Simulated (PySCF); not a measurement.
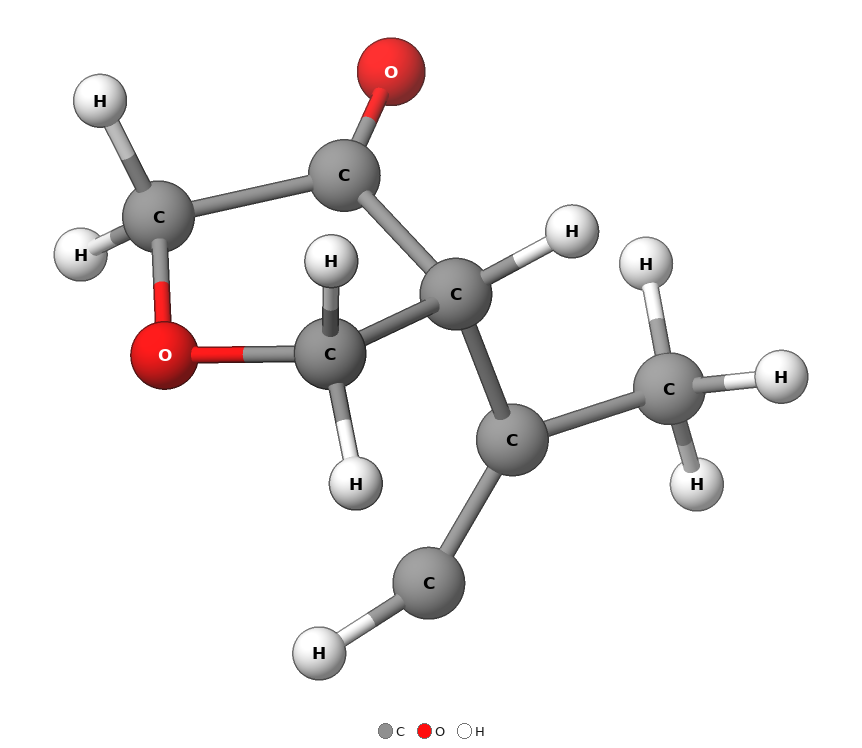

State: neutral, doublet. Computed geometry: GFN2-xTB optimisation. No frequency run is at hand to confirm it as a minimum. Properties computed with UKS B3LYP, pcH-1 on C H O, non-relativistic (PySCF 2.14.0).

Computed properties:

The species is C₇H₉O₂ (`[H]/[C]=C(/C)[C@@H]1COCC1=O`).
- ⟨S²⟩ of the determinant: 0.759
- isotropic g value: 2.00237
